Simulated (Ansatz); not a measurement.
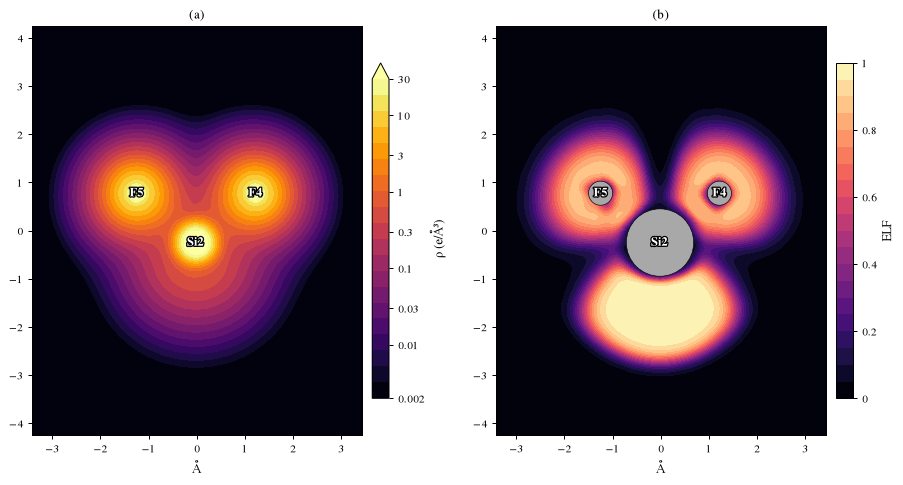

Figure. SiH$_{4}$···F$_{2}$Si. (a) total electron density; (b) electron localisation function on the plane of atoms F4, Si2 and F5. Grey discs cover the atomic cores in the ELF map.

The product side of a reaction path; geometry: PBE0-D4/def2-TZVP.

Level of theory: RKS PBE0-D4/def2-TZVPP (Ansatz).

```xyz
8

Si   -0.7013   -1.1596    0.3772
Si    0.6525    1.9842   -0.1520
H     0.4362   -0.6515   -0.4460
F     0.5797    2.0690   -1.7513
F     2.2199    1.7201    0.0572
H    -0.4232   -0.8653    1.8038
H    -1.9430   -0.4727   -0.0542
H    -0.8210   -2.6243    0.1653
```

Q: Interpret the plot.

A: Atoms in the plane: Si and F.
Si–F (1.60 Å): the density is about 1.2 e/Å³ at the midpoint; the ELF peaks at about 0.85 in the valence shell of F, 0.6 Å from its nucleus, and is about 0.50 at the midpoint.
The ELF also peaks beside Si2, F4 and F5, away from the bonds: lone-pair regions.
